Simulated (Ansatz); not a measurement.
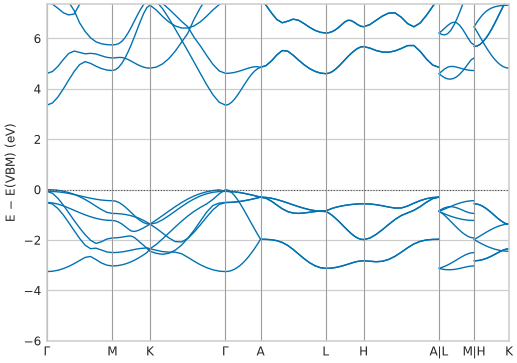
Figure: Band structure from r²SCAN (plane waves, PAW; program Ansatz)

Read off the gap and where the band edges lie.

About 3.4 eV (3.35 eV by a search for the band edges); maximum at Γ, minimum at Γ.

Which of these materials gives this?
A) BeS, wurtzite
B) MgO, wurtzite
C) MgSe, wurtzite
D) GaN, wurtzite

C, MgSe, wurtzite

Space group P6_3mc (wurtzite). The workflow started from a Materials Project entry (that database holds measured and hypothetical structures alike); the Crystallography Open Database copy checked does not list it. COD files the formula under space group No. 225. Its standing as an ambient phase is unchecked. The r²SCAN relaxation kept the symmetry of its start; its stability against distortions is not shown here. Spin–orbit coupling is left out wherever it is not named.

Potentials: the earlier of the program's two PAW sets.
